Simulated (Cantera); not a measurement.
Charge: 1 mol SiO₂, 2.1 mol Cl₂, 7.3 mol N₂, at 1525 K.

Equilibrium computed with Cantera from the NASA thermochemical tables; the gas is ideal and each condensed phase is pure. Candidate condensed phases: Si, SiO₂, Si₂N₂O, Si₃N₄; 23 gas species. The tables hold silica as quartz up to 1696 K and as liquid above; real silica turns to tridymite and cristobalite and melts near 1996 K. Rates play no part.

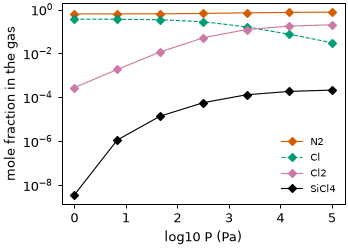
Fig. 1. Equilibrium gas composition (values under 1e-9 drawn at 1e-9)

Q: Read off the mole fractions at 0.00320 bar.

A: N₂ about 0.67, Cl about 0.28, Cl₂ about 0.052, SiCl₄ about 5.8e-5.
